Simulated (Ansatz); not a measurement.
## Ru, response to strain

Take Ru in the hcp (Mg type) structure (space group P6_3/mmc, No. 194; a = 2.705 Å, c = 4.260 Å) as the base. Axes: x lies along a and z along c of the hexagonal cell.

Strains are applied to the cell and any free atomic positions relax; under biaxial strain the out-of-plane vector relaxes too.

The values are results of r2SCAN (Ansatz, a first-principles code), without spin-orbit coupling, not measurements.

Notes on the quantities. pressure: mean of the normal stresses, compression positive.

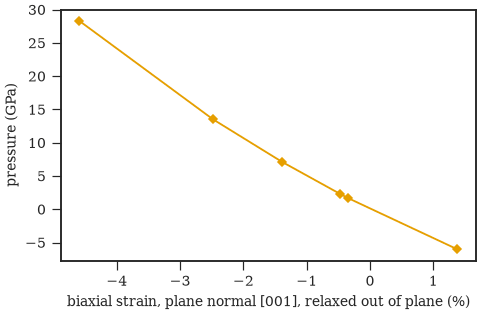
Pressure against biaxial strain, plane normal [001], relaxed out of plane

**Question.** From the plot, what is the pressure for biaxial strain −2.48 %, plane normal [001], relaxed out of plane?

**Answer.** About 14 GPa.

**Question.** Is the trend monotonic over the range shown?

**Answer.** Yes, it falls throughout, spanning -6.0 GPa to 28.3 GPa.

Without a gap, meshes like the base's 20×20×11 leave anisotropic stresses uncertain by several tenths of a GPa, and small strain energies with them. Whether these cells are dynamically stable was not tested. All final runs are without spin polarisation.
